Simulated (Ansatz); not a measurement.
The reference is AlN in the zinc blende structure (space group F-43m, No. 216; a = 4.370 Å). Axes: x, y, z lie along the cube axes.

The change: a free-standing slab of 3 layers (6 atoms, 2 a layer) is cut normal to [110], with 15 Å of vacuum and the in-plane cell held at bulk.

Calculations: Ansatz (a quantum-chemistry and plane-wave program) r2SCAN, without spin-orbit coupling.

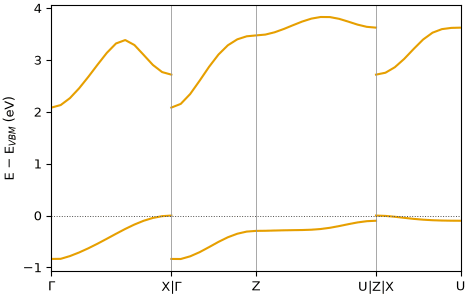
Fig. 1. Highest valence and lowest conduction band along the path of the changed cell's own zone

### Question
Read the changed gap and its character from the plot.

### Answer
About 2.1 eV, indirect, X → Γ.

Whether these cells are dynamically stable was not tested. This is not the structure that AlN has at room temperature and ambient pressure. k-point labels follow each cell's own Brillouin zone.
